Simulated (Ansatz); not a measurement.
# Work function of Au(110): what the settings cost and change

Aim: the numerical settings behind the work function of Au(110), with the cost of each.

Method: plane-wave DFT, PBE, Ansatz PAW, in Ansatz 0.2.0.

### 1. The structure

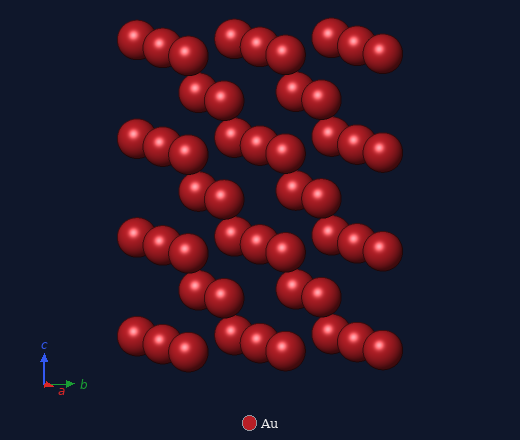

The starting structure, seen from the side, with the c axis up (gold red). 2×2×1 cells are drawn. Some periodic images of atoms are drawn too.

The cell holds 7 atoms: 7 Au. Its edges and angles: a = 4.080 Å, b = 2.885 Å, c = 26.655 Å, α = 90.0°, β = 90.0°, γ = 90.0°. Vacuum lies along c.

### 2. Run, setting cutoff 200 eV

A work function rests on the faint tail of the density, so the SCF threshold is tight. The cutoff is raised first; then mesh and smearing are varied at the default cutoff.

input.yaml

```yaml
crystal:
  lattice:
    - [4.08, 0.0, 0.0]
    - [0.0, 2.8849956672, 0.0]
    - [0.0, 0.0, 26.6549870017]
  atoms:
    - { symbol: Au, position: [0.0, 0.0, 0.3376478855] }
    - { symbol: Au, position: [0.5, 0.5, 0.391765257] }
    - { symbol: Au, position: [0.0, 0.0, 0.4458826285] }
    - { symbol: Au, position: [0.5, 0.5, 0.5] }
    - { symbol: Au, position: [0.0, 0.0, 0.5541173715] }
    - { symbol: Au, position: [0.5, 0.5, 0.608234743] }
    - { symbol: Au, position: [0.0, 0.0, 0.6623521145] }
kpoints:
  mp_grid: { grid: [10, 14, 1] }
hamiltonian:
  xc: pbe
scf:
  occupations: { method: fermi_dirac, width: 0.1 }
  convergence: { dr2_threshold: 1.0e-09 }
efield:
  axis: 3
  dipole_correction: true
  ramp_position: 0.97
  ramp_width: 0.06
basis:
  ecutwfc: "200 eV"
output:
  write_potential: true
  write_density: true
  volumetric_format: npy
  elf: true
```

Run with:

```
$ ansatz run input.yaml --threads 2 --pin off --max-ram 3072MiB --backend cpu --events-out ev --progress --plain --runs-dir out
```

Numbers of over 12 decimals in the logs are rounded to 6 here.

The program printed:

```text
Warning: basis.ecutwfc = 200 eV is below the records' recommended 420 eV, and the density's cutoff is lower with it unless basis.ecutrho_ratio is high enough to keep the records' density cutoff: compare with a run at a higher cutoff
Engine: ansatz 0.2.0, aarch64-unknown-linux-gnu
Pseudopotentials: kind: paw
Pseudopotential: Au, paw, valence charge 19, recommended cutoff 420 eV (normal), Au.paw.azcp
Functional definition: PBE
  parameter kappa = 0.804
  parameter beta = 0.066725
  exchange = pbe_x(kappa = kappa, mu = beta*pi^2/3)
  correlation = pbe_c(beta = beta)
Crystal: 7 atoms, lattice volume = 313.750 Å³
Basis set: ecut = 200 eV, 2023 PW (Γ)
Bands: 80, of which v1, the nominal top of the filled ones, is band 67 counted from 1 (66 counted from 0)
Symmetry: 4 space group operations
k-points: 48 of 140
Non-local potential: Au, projectors of the file, l = 0: 3, l = 1: 2, l = 2: 2, l = 3: 1
PAW form: soft (Blöchl's): semilocal exchange-correlation on the pseudo side does not see the compensation charge
PAW one-centre angular grid: Au, 590 points (default); XC on 64 Gauss nodes
Initial density: superposition of atomic densities (neutral atoms: chi_scale 0, normalization atom), corrected by the library's trained network
Initial wavefunctions: pseudopotential atomic-orbital guess
Functional: x = pbe(κ = 0.804, μ = 0.219515), c = pbe(β = 0.066725)
SCF iter   1: F=—  HF=-91982.071711 eV  |F-HF|=—  |Δ(HF+E_count)|=         —  Δρ=8.75e-2  dr2=1.50e1  ethr=1.77e-3  p=-0.000 e·Å  D=-9.73e-15 V/Å  ΔV_dip=0.00 eV  dr2_dipole=1.12e-7  V_vac-E_F(+/−)=3.93/3.93 eV  ⟨swp⟩=7.1  Hψ=15050  notcnv=0  defer=80
efield: sawtooth ramp at fractional position 0.9700 (set: `efield.ramp_position`, or a place that a band, a saddle search or an elastic batch's reference lends), width 0.0600; the density the first Hamiltonian is built on has a dipole p = -0.000 e·Å; the dipole correction subtracts the counter field D = -9.73e-15 V/Å, which shifts the + side's vacuum level by +0.00 eV against the − side's; the planar-averaged density in the ramp window peaks in size at 2.8e-5 e/Å³
preconditioner: auto → LDOS  [metal: Δε(μ)=0.018 eV  Ē_g=8.490 eV  σ=0.100 eV  W_gap=0.04  n_scr=64 (ndim 8)  ℏωp=18.4 eV  f_vac=0.571  D(μ)=2.21/eV (n_scr^D=8)  β→1.0]
SCF iter   2: F=—  HF=-91981.251805 eV  |F-HF|=—  |Δ(HF+E_count)|=   8.20e-1  Δρ=6.80e-2  dr2=1.40e1  ethr=1.77e-3  p=-0.000 e·Å  D=-2.64e-5 V/Å  ΔV_dip=0.00 eV  dr2_dipole=2.81e-8  V_vac-E_F(+/−)=6.00/6.00 eV  ⟨swp⟩=3.2  Hψ=10348  notcnv=0  defer=193
SCF iter   3: F=—  HF=-91976.046171 eV  |F-HF|=—  |Δ(HF+E_count)|=    5.21e0  Δρ=5.46e-3  dr2=9.19e-2  ethr=1.77e-3  p=-0.000 e·Å  D=-2.38e-5 V/Å  ΔV_dip=0.00 eV  dr2_dipole=4.62e-8  V_vac-E_F(+/−)=5.41/5.41 eV  ⟨swp⟩=3.0  Hψ=9412  notcnv=0  defer=205
SCF iter   4: F=—  HF=-91976.029051 eV  |F-HF|=—  |Δ(HF+E_count)|=   1.71e-2  Δρ=1.52e-3  dr2=1.54e-2  ethr=6.91e-5  p=0.000 e·Å  D=1.53e-5 V/Å  ΔV_dip=-0.00 eV  dr2_dipole=7.85e-9  V_vac-E_F(+/−)=5.31/5.32 eV  ⟨swp⟩=2.4  Hψ=6917  notcnv=0  defer=187
SCF iter   5: F=—  HF=-91976.026255 eV  |F-HF|=—  |Δ(HF+E_count)|=   2.80e-3  Δρ=5.63e-4  dr2=2.07e-3  ethr=1.16e-5  p=-0.000 e·Å  D=-3.58e-6 V/Å  ΔV_dip=0.00 eV  dr2_dipole=2.69e-10  V_vac-E_F(+/−)=5.35/5.35 eV  ⟨swp⟩=2.0  Hψ=5749  notcnv=0  defer=187
SCF iter   6: F=—  HF=-91976.025977 eV  |F-HF|=—  |Δ(HF+E_count)|=   2.78e-4  Δρ=1.25e-4  dr2=7.92e-5  ethr=1.55e-6  p=0.000 e·Å  D=2.00e-6 V/Å  ΔV_dip=-0.00 eV  dr2_dipole=7.90e-10  V_vac-E_F(+/−)=5.34/5.35 eV  ⟨swp⟩=2.1  Hψ=5748  notcnv=0  defer=187
SCF iter   7: F=—  HF=-91976.025973 eV  |F-HF|=—  |Δ(HF+E_count)|=   3.73e-6  Δρ=3.23e-5  dr2=8.72e-6  ethr=5.95e-8  p=-0.000 e·Å  D=-2.28e-7 V/Å  ΔV_dip=0.00 eV  dr2_dipole=6.40e-12  V_vac-E_F(+/−)=5.35/5.35 eV  ⟨swp⟩=2.0  Hψ=5526  notcnv=0  defer=187
SCF iter   8: F=—  HF=-91976.025963 eV  |F-HF|=—  |Δ(HF+E_count)|=   9.81e-6  Δρ=9.15e-6  dr2=6.28e-7  ethr=6.56e-9  p=0.000 e·Å  D=1.85e-6 V/Å  ΔV_dip=-0.00 eV  dr2_dipole=2.83e-10  V_vac-E_F(+/−)=5.35/5.35 eV  ⟨swp⟩=2.0  Hψ=5931  notcnv=0  defer=187
SCF iter   9: F=—  HF=-91976.025964 eV  |F-HF|=—  |Δ(HF+E_count)|=   8.77e-8  Δρ=2.03e-6  dr2=2.08e-8  ethr=4.72e-10  p=-0.000 e·Å  D=-9.03e-7 V/Å  ΔV_dip=0.00 eV  dr2_dipole=6.81e-11  V_vac-E_F(+/−)=5.35/5.36 eV  ⟨swp⟩=2.0  Hψ=5661  notcnv=0  defer=187
SCF iter  10: F=—  HF=-91976.025964 eV  |F-HF|=—  |Δ(HF+E_count)|=   2.94e-9  Δρ=7.55e-7  dr2=3.44e-9  ethr=1.56e-11  p=0.000 e·Å  D=1.06e-6 V/Å  ΔV_dip=-0.00 eV  dr2_dipole=7.86e-11  V_vac-E_F(+/−)=5.35/5.36 eV  ⟨swp⟩=2.9  Hψ=8298  notcnv=0  defer=187
SCF iter  11: F=-91976.025964 eV  HF=-91976.025964 eV  |F-HF|=1.16e-10  |Δ(HF+E_count)|=  7.71e-10  Δρ=2.03e-7  dr2=1.47e-10  ethr=1.00e-12  p=-0.000 e·Å  D=-2.49e-7 V/Å  ΔV_dip=0.00 eV  dr2_dipole=5.24e-12  V_vac-E_F(+/−)=5.35/5.36 eV  ⟨swp⟩=13.5  Hψ=12363  notcnv=0
WARN: efield: at this solve's end the planar-averaged density reaches 9.77e-5 e/Å³ inside the ramp window [0.9325, 0.0675] (bound 1e-5 e/Å³); by the running means of the window's planes the mean density over a ramp is at most 8.35e-5 e/Å³, which is held to the bound (the quickstart, § The vacuum guard, A window that rings); the window's nearer edge stands 7.20 Å from this solve's nearest atom along the axis. Its work [...]
SCF 1 converged in 11 iterations: F = -91976.025964 eV  dr2 = 1.47e-10
  greatest PAW one-centre occupation: 1.030 electrons in one spin orbital (limit 2), on the Au atom at site 0 (counted from 0), in its partial waves of l = 1
WARN: The output density's exchange-correlation potential varies sharply where the density is thin. Do not read a vacuum level from v_tot or v_xc, or from such a field of the output density. On a cell that repeats whose density bears no net charge and no dipole along the vacuum's axis use v_es (v_loc + v_h of the components); under efield.dipole_correction with no amplitude use v_es + v_field, which holds any externa [...]
SCF converged after 11 iterations
Free energy (F): -91976.025964 eV
Harris-Foulkes:  -91976.025964 eV  (|F-HF|=1.16e-10)
Internal energy: -91975.960821 eV  (E = F + TS)
E sigma→0 (E₀):  -91975.993392 eV
Entropy (-TS):   -0.065142 eV (-9.306 meV/atom)
Fermi energy:    4.642644 eV
Dipole field:    D = 0.000002 V/Å  (p = 0.000004 e·Å, saw-weighted, corrected)
Work function:   Φ+ = 5.3515 eV (in doubt: plateau slope 2.4e-2 eV/Å)   Φ− = 5.3553 eV (in doubt: plateau slope 2.1e-2 eV/Å)
Levels:          The Fermi level and band energies are counted from a zero that moves with the ramp; work functions are not
Vacuum region:   at the solve's end the planar-averaged density reaches 9.77e-5 e/Å³ inside the ramp window [0.9325, 0.0675] (bound 1e-5 e/Å³); by the running means of the window's planes the mean density over a ramp is at most 8.35e-5 e/Å³, which is held to the bound (the quickstart, § The vacuum guard, A window that rings)
--- Per-component energies (eV) ---
  E_band       = -3676.458243
  E_kinetic    = 4430.160268
  E_local      = -246183.611063  (includes V_loc(G=0)·N_el)
  E_nonlocal   = 317.347218
  E_hartree    = 121096.584107
  E_xc         = -1638.261564
  E_vxc        = -1981.159547  (∫ρ·V_xc dr)
  E_paw        = -67856.715276  (= ΣΔE_a)
  E_vpaw       = -2452.364771  (= ΣTr[D̂ρ^β])
  E_aug_tail   = 0.000691  (compensation charges beyond the density's cutoff)
  E_efield     = 0.000000  (sawtooth field / dipole correction)
  E_vefield    = 0.000000  (∫n·V_field dr)
  E_ewald      = 97858.534798
  E_smearing   = -0.065142  (= −TS)
  E_closure    = 0.000000  (closes the sum)
  Σ components = -91976.025964   (vs F -91976.025964, Δ=0.00e0)
--- Band table (eV; the first three rows and the last of 48) ---
  k-point 0: bands = [... 63 lower, 2.4194, 2.5635, 2.6044, 3.4288, 5.0488, 6.9225, 7.1133, 8.7826, ... 9 higher]
  k-point 1: bands = [... 63 lower, 2.3217, 2.5531, 2.6757, 3.4296, 5.1300, 7.2141, 7.2876, 8.8771, ... 9 higher]
  k-point 2: bands = [... 63 lower, 2.3977, 2.5160, 2.7151, 3.6036, 5.4566, 7.5723, 8.1295, 9.1632, ... 9 higher]
  k-point 47: bands = [... 63 lower, 4.8843, 4.9750, 6.7523, 6.9750, 7.5834, 7.5974, 7.8100, 7.9420, ... 9 higher]
```

Elapsed: 75 s, on 2 threads of Arm Neoverse N1, shared host; peak memory 0.62 GiB; 2.3 min of CPU time.

Numbers from this step:

```yaml
energy_at_zero_smearing: -91975.9934 eV
work_function_upper_face: 5.351 eV
```

Running mean over 1.442 Å of the planar mean; the ramp of the sawtooth is left out. The electron's electrostatic potential energy less the Fermi level by z:

| z (Å) | electron's electrostatic potential energy less the Fermi level (eV) |
| --- | --- |
| 4 | 5.26 |
| 6 | 5.10 |
| 8 | 0.622 |
| 10 | -8.62 |
| 12 | -8.94 |
| 14 | -8.94 |
| 16 | -8.82 |
| 18 | -5.15 |
| 20 | 4.94 |
| 22 | 5.22 |

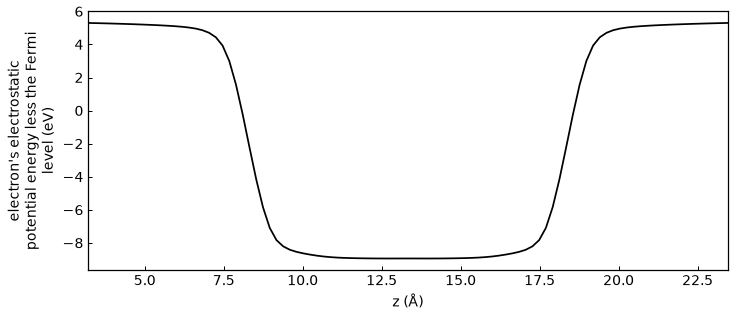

Electron's electrostatic potential energy less the Fermi level, plotted against z.

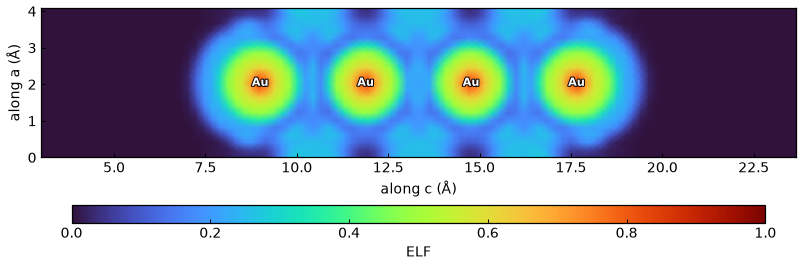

ELF in the ca plane at fractional y = 0.000, with atoms of Au within 0.2 Å of it. It is the smooth field of the valence electrons, not physical close to the nuclei. The map starts off the cell's origin, so that atoms lie inside it. The far vacuum is left out of the map.

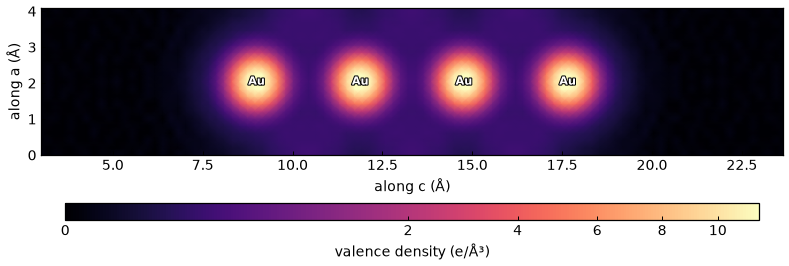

Valence density in the ca plane at fractional y = 0.000, with atoms of Au within 0.2 Å of it. It is the smooth field of the valence electrons, not physical close to the nuclei. The map starts off the cell's origin, so that atoms lie inside it. The colour scale is stretched toward low values. The far vacuum is left out of the map.

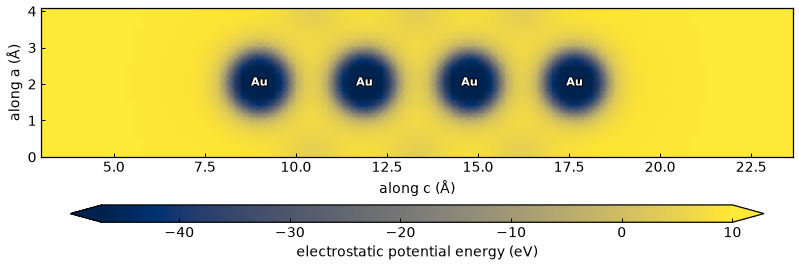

Electrostatic potential energy in the ca plane at fractional y = 0.000, with atoms of Au within 0.2 Å of it. With pseudopotentials it is smooth inside the atoms' cores, unlike the true potential. The map starts off the cell's origin, so that atoms lie inside it. The far vacuum is left out of the map.

The work function is 5.351 eV. The program marks this work function as in doubt.

### 3. Slab

Changes to input.yaml since step 2:

```diff
@@ -26,3 +26,3 @@
 basis:
-  ecutwfc: "200 eV"
+  ecutwfc: "300 eV"
 output:
@@ -31,2 +31 @@
   volumetric_format: npy
-  elf: true
```

The program printed:

```text
[...]
Crystal: 7 atoms, lattice volume = 313.750 Å³
Basis set: ecut = 300 eV, 3641 PW (Γ)
Bands: 80, of which v1, the nominal top of the filled ones, is band 67 counted from 1 (66 counted from 0)
Symmetry: 4 space group operations
k-points: 48 of 140
[...]
k-point 0: bands = [... 63 lower, 2.7885, 2.9904, 3.1322, 3.5711, 5.1242, 6.7736, 7.1565, 8.8782, ... 9 higher]
  k-point 1: bands = [... 63 lower, 2.6705, 2.9696, 3.0817, 3.6215, 5.2275, 7.1371, 7.2819, 9.0016, ... 9 higher]
  k-point 2: bands = [... 63 lower, 2.6846, 2.9266, 3.1251, 3.7640, 5.5159, 7.6252, 8.0320, 9.2915, ... 9 higher]
  k-point 47: bands = [... 63 lower, 4.7924, 4.9091, 6.7080, 6.9478, 7.8745, 7.8895, 8.0373, 8.1536, ... 9 higher]
[key lines of the parts left out:]
SCF converged after 9 iterations
Free energy (F): -92043.123715 eV
Fermi energy:    4.743712 eV
Dipole field:    D = -0.000000 V/Å  (p = -0.000000 e·Å, saw-weighted, corrected)
Work function:   Φ+ = 4.9442 eV   Φ− = 4.9443 eV
```

It took 1.9 min on 2 threads; peak memory 0.92 GiB; 3.4 min of CPU time.

The work function is 4.944 eV, -0.407 eV from the run “cutoff 200 eV”, at 1.5 times its CPU time.

### 4. Slab

Changes to input.yaml since step 3:

```diff
@@ -26,3 +26,3 @@
 basis:
-  ecutwfc: "300 eV"
+  ecutwfc: "420 eV"
 output:
```

The program printed:

```text
[...]
Crystal: 7 atoms, lattice volume = 313.750 Å³
Basis set: ecut = 420 eV, 6129 PW (Γ)
Bands: 80, of which v1, the nominal top of the filled ones, is band 67 counted from 1 (66 counted from 0)
Symmetry: 4 space group operations
k-points: 48 of 140
[...]
k-point 0: bands = [... 63 lower, 2.8005, 3.0007, 3.1446, 3.5762, 5.1247, 6.7612, 7.1536, 8.8651, ... 9 higher]
  k-point 1: bands = [... 63 lower, 2.6823, 2.9829, 3.0933, 3.6258, 5.2255, 7.1225, 7.2774, 9.0103, ... 9 higher]
  k-point 2: bands = [... 63 lower, 2.6951, 2.9405, 3.1396, 3.7683, 5.5141, 7.6213, 8.0200, 9.2999, ... 9 higher]
  k-point 47: bands = [... 63 lower, 4.7828, 4.9008, 6.6956, 6.9356, 7.8746, 7.8897, 8.0360, 8.1510, ... 9 higher]
[key lines of the parts left out:]
SCF converged after 9 iterations
Free energy (F): -92043.854318 eV
Fermi energy:    4.742576 eV
Dipole field:    D = 0.000000 V/Å  (p = 0.000000 e·Å, saw-weighted, corrected)
Work function:   Φ+ = 4.9439 eV   Φ− = 4.9439 eV
```

Elapsed: 3 min, on 2 threads; peak memory 1.4 GiB.

The work function is 4.944 eV, -0.408 eV from the run “cutoff 200 eV”, at 2.2 times its CPU time.

### 5. Slab

Changes to input.yaml since step 4:

```diff
@@ -26,3 +26,3 @@
 basis:
-  ecutwfc: "420 eV"
+  ecutwfc: "600 eV"
 output:
```

The program printed:

```text
[...]
Crystal: 7 atoms, lattice volume = 313.750 Å³
Basis set: ecut = 600 eV, 10433 PW (Γ)
Bands: 80, of which v1, the nominal top of the filled ones, is band 67 counted from 1 (66 counted from 0)
Symmetry: 4 space group operations
k-points: 48 of 140
[...]
k-point 0: bands = [... 63 lower, 2.8006, 3.0008, 3.1448, 3.5762, 5.1245, 6.7608, 7.1533, 8.8647, ... 9 higher]
  k-point 1: bands = [... 63 lower, 2.6823, 2.9830, 3.0934, 3.6257, 5.2253, 7.1221, 7.2771, 9.0100, ... 9 higher]
  k-point 2: bands = [... 63 lower, 2.6951, 2.9406, 3.1397, 3.7682, 5.5139, 7.6210, 8.0196, 9.2996, ... 9 higher]
  k-point 47: bands = [... 63 lower, 4.7825, 4.9005, 6.6952, 6.9353, 7.8743, 7.8893, 8.0357, 8.1506, ... 9 higher]
[key lines of the parts left out:]
SCF converged after 9 iterations
Free energy (F): -92043.863651 eV
Fermi energy:    4.742397 eV
Dipole field:    D = 0.000000 V/Å  (p = 0.000000 e·Å, saw-weighted, corrected)
Work function:   Φ+ = 4.9439 eV   Φ− = 4.9439 eV
```

Wall time 5 min (2 threads); peak memory 2.1 GiB.

The work function is 4.944 eV, +0.000 eV from the run “cutoff 420 eV”, at 1.7 times its CPU time.

### 6. Slab

Changes to input.yaml since step 5:

```diff
@@ -14,3 +14,3 @@
 kpoints:
-  mp_grid: { grid: [10, 14, 1] }
+  mp_grid: { grid: [2, 2, 1] }
 hamiltonian:
@@ -25,4 +25,2 @@
   ramp_width: 0.06
-basis:
-  ecutwfc: "600 eV"
 output:
```

The program printed:

```text
[...]
Crystal: 7 atoms, lattice volume = 313.750 Å³
Basis set: ecut = 420 eV, 6129 PW (Γ)
Bands: 80, of which v1, the nominal top of the filled ones, is band 67 counted from 1 (66 counted from 0)
Symmetry: 4 space group operations
k-points: 4
[...]
k-point 0: bands = [... 63 lower, 3.0474, 3.0804, 3.3803, 3.6997, 5.2387, 6.9586, 7.2485, 8.9173, ... 9 higher]
  k-point 1: bands = [... 63 lower, 4.8127, 4.8655, 5.1104, 5.1149, 5.5752, 5.8916, 6.3463, 8.4472, ... 9 higher]
  k-point 2: bands = [... 63 lower, 3.0002, 3.0703, 3.0931, 3.1255, 3.4181, 4.0926, 4.7371, 5.5772, ... 9 higher]
  k-point 3: bands = [... 63 lower, 4.8673, 5.0545, 6.6893, 7.0596, 8.0075, 8.0574, 8.1587, 8.2286, ... 9 higher]
[key lines of the parts left out:]
SCF converged after 11 iterations
Free energy (F): -92039.428450 eV
Fermi energy:    4.972380 eV
Dipole field:    D = -0.000001 V/Å  (p = -0.000001 e·Å, saw-weighted, corrected)
Work function:   Φ+ = 4.6317 eV   Φ− = 4.6317 eV
```

Run time: 12 s. Hardware: 2 threads; peak memory 0.56 GiB.

The work function is 4.632 eV, -0.312 eV from the run “cutoff 420 eV”, at 0.053 times its CPU time.

### 7. Run

Changes to input.yaml since step 6:

```diff
@@ -14,3 +14,3 @@
 kpoints:
-  mp_grid: { grid: [2, 2, 1] }
+  mp_grid: { grid: [3, 5, 1] }
 hamiltonian:
```

The program printed:

```text
[...]
Crystal: 7 atoms, lattice volume = 313.750 Å³
Basis set: ecut = 420 eV, 6129 PW (Γ)
Bands: 80, of which v1, the nominal top of the filled ones, is band 67 counted from 1 (66 counted from 0)
Symmetry: 4 space group operations
k-points: 6 of 15
[...]
k-point 0: bands = [... 63 lower, 2.8617, 3.0879, 3.2251, 3.6163, 5.1673, 6.8250, 7.1920, 8.9138, ... 9 higher]
  k-point 1: bands = [... 63 lower, 2.7885, 3.1187, 3.1748, 3.9921, 5.9011, 8.0539, 9.0202, 9.5067, ... 9 higher]
  k-point 2: bands = [... 63 lower, 3.2651, 3.4784, 3.6999, 5.3903, 6.4575, 7.3537, 7.4872, 8.8281, ... 9 higher]
  k-point 5: bands = [... 63 lower, 3.1674, 4.3370, 5.6580, 6.3540, 6.9969, 7.6865, 7.9472, 8.1860, ... 9 higher]
[key lines of the parts left out:]
SCF converged after 9 iterations
Free energy (F): -92043.953690 eV
Fermi energy:    4.691336 eV
Dipole field:    D = 0.000000 V/Å  (p = 0.000001 e·Å, saw-weighted, corrected)
Work function:   Φ+ = 4.9478 eV   Φ− = 4.9478 eV
```

Wall time 30 s (2 threads); peak memory 0.59 GiB.

The work function is 4.948 eV, +0.004 eV from the run “cutoff 420 eV”, at 0.13 times its CPU time.

### 8. Slab

Changes to input.yaml since step 7:

```diff
@@ -14,3 +14,3 @@
 kpoints:
-  mp_grid: { grid: [3, 5, 1] }
+  mp_grid: { grid: [7, 9, 1] }
 hamiltonian:
```

The program printed:

```text
[...]
Crystal: 7 atoms, lattice volume = 313.750 Å³
Basis set: ecut = 420 eV, 6129 PW (Γ)
Bands: 80, of which v1, the nominal top of the filled ones, is band 67 counted from 1 (66 counted from 0)
Symmetry: 4 space group operations
k-points: 20 of 63
[...]
k-point 0: bands = [... 63 lower, 2.8186, 3.0264, 3.1686, 3.5878, 5.1363, 6.7789, 7.1649, 8.8829, ... 9 higher]
  k-point 1: bands = [... 63 lower, 2.7024, 2.9146, 3.1547, 3.7057, 5.3760, 7.4560, 7.5920, 9.1584, ... 9 higher]
  k-point 2: bands = [... 63 lower, 2.7954, 3.0935, 3.1023, 4.0484, 6.0273, 8.2004, 9.3388, 9.3705, ... 9 higher]
  k-point 19: bands = [... 63 lower, 4.0574, 5.2344, 5.6342, 6.8498, 7.0203, 7.9209, 8.2244, 8.2991, ... 9 higher]
[key lines of the parts left out:]
SCF converged after 10 iterations
Free energy (F): -92043.882780 eV
Fermi energy:    4.711016 eV
Dipole field:    D = 0.000000 V/Å  (p = 0.000000 e·Å, saw-weighted, corrected)
Work function:   Φ+ = 4.9634 eV   Φ− = 4.9634 eV
```

It took 84 s on 2 threads; peak memory 0.83 GiB; 2.3 min of CPU time.

The work function is 4.963 eV, +0.020 eV from the run “cutoff 420 eV”, at 0.47 times its CPU time.

[end of part 1 of 2]

[Logs are printed without paths, hosts, clocks, repeated set-up lines and the standing remarks that a program may print on its own settings, such as how far it seeks lower states.]

[Hosts, paths, dates, database ids (printed as entryN), source tags and the programs' standing remarks are cut or masked in the printed files.]

[Maps of the electrostatic potential energy from Ansatz leave out the sawtooth potential of an applied field or a dipole correction, so their vacuum need not be flat; planar profiles and work functions include it.]
